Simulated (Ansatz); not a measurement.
# Trans-NiH2(PH3)2 (NiP2H8): structure and electronic state

What does trans-NiH2(PH3)2 (NiP2H8) look like as a singlet, and where do its frontier electrons sit?

Program: Ansatz 0.2.0, Gaussian basis. Level of theory: RKS PBE0-D4/def2-TZVP. These are calculated values, not measurements.

Levels to be run: relaxation at PBE-D4/def2-SVP; a search for the lowest solution at PBE0-D4/def2-SVP; a single point at PBE0-D4/def2-TZVP; harmonic vibrations at PBE-D4/def2-SVP.

16 further runs of the same task are left out: 16 that didn't finish.

## (1) Where the work starts

11 atoms, charge 0, spin multiplicity 1.

Atoms are counted from 1 here; the program's logs count them from 0.

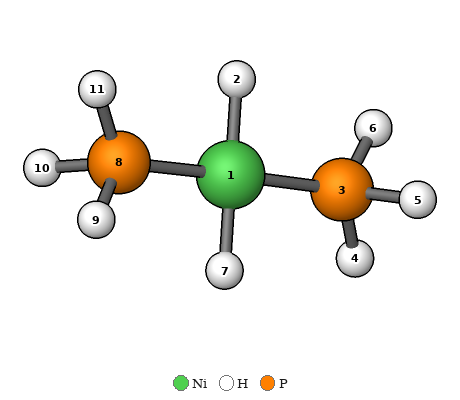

Start geometry, drawn with nickel green, hydrogen white, phosphorus orange; atoms are numbered from 1 in the order of the file.

Formally the metal is d8. No spin-orbit coupling is included.

The start is a GFN2-xTB geometry.

## (2) Relaxation at PBE-D4/def2-SVP

The input, in.yaml:

```yaml
crystal:
  periodic: [false, false, false]
  atoms:
    - {symbol: Ni, position_ang: [0.024270, -0.000180, -0.002150]}
    - {symbol: H, position_ang: [1.514270, 0.001400, 0.021090]}
    - {symbol: P, position_ang: [0.000240, 2.103370, 0.058260]}
    - {symbol: H, position_ang: [-0.987970, 2.835110, 0.693240]}
    - {symbol: H, position_ang: [-0.121120, 2.722720, -1.172310]}
    - {symbol: H, position_ang: [1.047200, 2.887000, 0.513800]}
    - {symbol: H, position_ang: [-1.471270, -0.000630, -0.025120]}
    - {symbol: P, position_ang: [0.010250, -2.103120, -0.058860]}
    - {symbol: H, position_ang: [-0.969990, -2.846030, -0.693740]}
    - {symbol: H, position_ang: [-0.110290, -2.718570, 1.173750]}
    - {symbol: H, position_ang: [1.064390, -2.881060, -0.507960]}
basis:
  gaussian: {orbitals: def2-SVP}
hamiltonian: {xc: pbe, dispersion: d4}
scf: {omitted_lower_state_checks: [starts]}
output: {orbitals: {seedname: orbitals}}
relax: {f_tol: 0.02, max_steps: 100}
```

On the command line:

```console
$ ansatz run in.yaml --threads 2 --pin off --events-out ev --progress --plain --max-ram 4352MiB
```

The runs that follow: Searching for the lowest solution, PBE0-D4/def2-SVP; Single point, PBE0-D4/def2-TZVP; Vibrations by finite differences.

**Question.** What will the summary of the whole plan be? Wanted: point group; near neighbours of the metal; HOMO, LUMO at PBE0-D4/def2-TZVP; charge on the metal; dipole at PBE-D4/def2-SVP; lowest, highest wavenumber.

As calculated:

| quantity | value |
| --- | --- |
| point group | C2v |
| near neighbours of the metal | H 1.51, P 2.09, H 1.53, P 2.09 Å |
| HOMO, LUMO at PBE0-D4/def2-TZVP | -6.38, -0.58 eV |
| charge on the metal (Mulliken, PBE-D4/def2-SVP) | -0.04 e |
| dipole at PBE-D4/def2-SVP | 0.61 D |
| lowest, highest wavenumber | 69, 2345 cm⁻¹ |

In words: The molecule keeps its bonding pattern by the stored test; the atoms moved 0.39 Å (rms). The metal has 4 near neighbours by the distance rule, from 1.51 to 2.09 Å. The Mulliken charge of the metal, -0.04 e, depends on the basis and isn't its oxidation state. All wavenumbers are real: a minimum at this level. Whether this spin is the lowest isn't tested here.
